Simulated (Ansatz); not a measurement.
```xyz
10

W    -0.2367    0.1819   -0.5224
Cl    0.0324    0.1109    1.8495
Cl    2.0549    0.2917   -0.7801
O    -0.3587    1.9656   -0.2787
H    -0.4390    2.7306    0.2793
Cl   -2.5346   -0.0185   -0.2837
Cl   -0.1012   -2.1136   -0.4469
Cl   -0.4731    0.2515   -2.7980
F     2.2655   -2.3703    2.6311
H     1.6023   -1.7674    2.5239
```

Core potentials replace the inner electrons of W.

The calculation used RHF/def2-SVP in Ansatz 0.2.0.

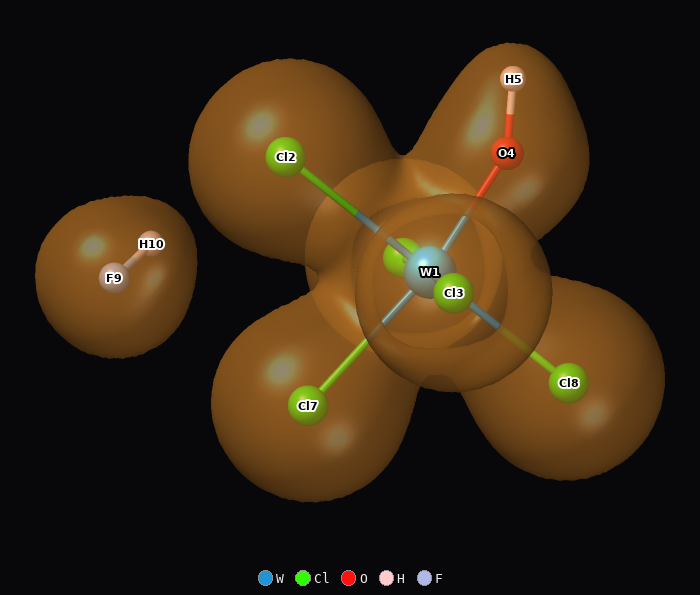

Cl5HOW···HF. Isosurface of the electron density at 0.2 e/Å³ (orange), seen at a tilt.

**Which contacts does the surface bridge?**

At this value the surface falls into two separate pieces. It bridges the sampled W–O (1.80 Å), W–Cl (2.29 Å) and F–H (0.90 Å) contacts, where the density stays above the isovalue. It is pinched off along the sampled Cl···H (2.54 Å) contacts. On the grid the lowest density along these lines, outside the cores, is 0.07 e/Å³ (Cl···H, 2.54 Å), 1.2 e/Å³ (W–O, 1.80 Å), 0.74 e/Å³ (W–Cl, 2.29 Å) and 2.5 e/Å³ (F–H, 0.90 Å).
